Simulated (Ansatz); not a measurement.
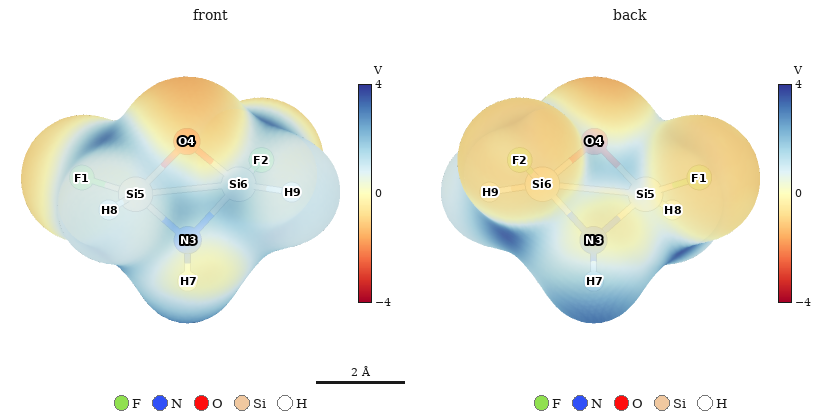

Figure 1: F$_{2}$H$_{3}$NOSi$_{2}$. The molecular electrostatic potential painted on the density surface at 0.004 e/bohr³, seen from the front and from behind; red is negative and blue positive.

Geometry: PBE0-D3(BJ)/def2-SVP.

These are results of Ansatz 0.2.0, isolated molecule in a Gaussian basis; Kohn-Sham density functional theory, functional PBE0, not measurements.

Input

```
crystal:
  periodic: [false, false, false]
  atoms:
    - {symbol: F, position_ang: [-0.677925, 2.200155, 0.220572]}
    - {symbol: F, position_ang: [2.469319, -0.096843, -1.490986]}
    - {symbol: "N", position_ang: [0.470529, -0.366077, 0.485662]}
    - {symbol: O, position_ang: [1.937760, 1.501829, 0.676805]}
    - {symbol: Si, position_ang: [0.319317, 1.258379, 1.067554]}
    - {symbol: Si, position_ang: [2.127721, -0.061474, 0.084093]}
    - {symbol: H, position_ang: [-0.164623, -1.141544, 0.358430]}
    - {symbol: H, position_ang: [-0.017347, 1.489142, 2.484301]}
    - {symbol: H, position_ang: [3.186306, -0.849023, 0.742067]}
basis:
  gaussian:
    orbitals: def2-SVPD
magnetization:
  spin_polarized: false
  initial_magnetization: 0
hamiltonian:
  xc: {name: PBE0}
output: {forces: true, orbitals: {seedname: orbitals}}
```

Command:

```sh
ansatz run input.yaml --threads 2 --pin off --max-ram 4350MiB --events-out events.jsonl --progress --plain --runs-dir runs
```

Q: Which sites attract a positive test charge, and which a negative one?

A: A positive charge is drawn to the negative regions and a negative charge to the positive ones. The most negative region (about −1.4 V, or −32 kcal/mol for a unit charge) lies over O4, the most positive (about +3.3 V, or +76 kcal/mol for a unit charge) over Si5 and Si6. O4 is the likeliest acceptor of a hydrogen bond.
